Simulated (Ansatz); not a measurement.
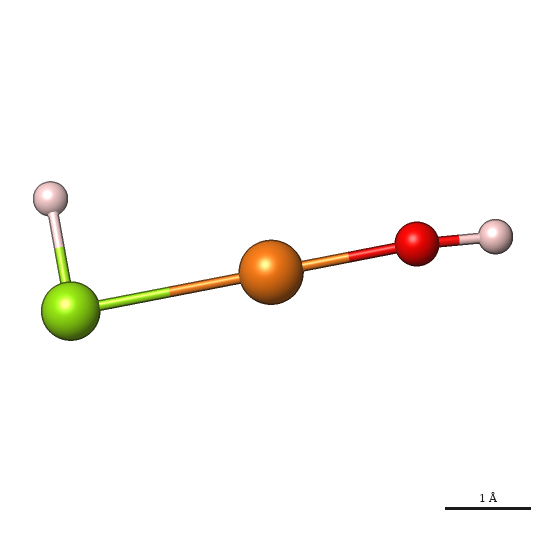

Colours: oxygen red, magnesium orange, selenium green, hydrogen pink.

The computed structure is the end point of a PBE0-D4/def2-TZVP optimisation. No frequency run is at hand to confirm it as a minimum.

Give the formula.

Answer. H2MgOSe, 5 atoms: 2 hydrogen, 1 magnesium, 1 oxygen and 1 selenium.

Count the bonded pairs by element.

Answer. 1 Mg–O, 1 Mg–Se, 1 O–H, 1 Se–H.

Write the SMILES.

Answer. [OH][Mg][SeH]

More results for the same structure follow; atom numbers are the same in all pictures, views and colours differ.

**Shape**

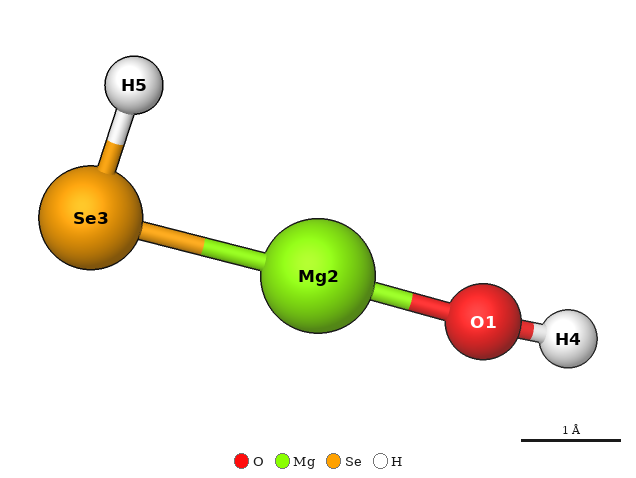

No frequency run is at hand to confirm it as a minimum.

Give these bond angles: Mg2–O1–H4, O1–Mg2–Se3, Mg2–Se3–H5.

| angle | degrees |
| --- | --- |
| Mg2–O1–H4 | 166.4 |
| O1–Mg2–Se3 | 178.2 |
| Mg2–Se3–H5 | 89.5 |

**Dipole moment**

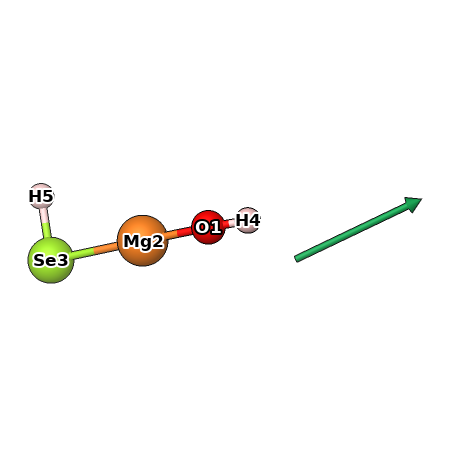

The arrow beside the molecule shows the direction of the dipole moment, from the negative to the positive end (its length means nothing). No frequency run is at hand to confirm it as a minimum. Level of theory: RKS PBE0-D4/def2-TZVP (Ansatz 0.2.0).

Estimate the dipole moment.

Answer. 1.53 D; it points from the side of Se3 to the side of H4 (the outermost atoms at the two ends).

**Electronic properties**

No frequency run is at hand to confirm it as a minimum. Method: RKS PBE0-D4/def2-TZVPP (Ansatz 0.2.0).

Give the HOMO–LUMO gap at this level.

Answer. 5.55 eV.

What is the HOMO energy (Kohn–Sham orbital)?

Answer. −6.84 eV.

**Charges**

The questions are on Mulliken charges. No frequency run is at hand to confirm it as a minimum. Level of theory: RKS PBE0-D4/def2-TZVP (Ansatz 0.2.0).

List the Mulliken charges.

| atom | value (e) |
| --- | --- |
| O1 | −0.81 |
| Mg2 | 0.89 |
| Se3 | −0.51 |
| H4 | 0.31 |
| H5 | 0.13 |

Mulliken values depend strongly on the basis set and can even reverse the polarity of a bond.
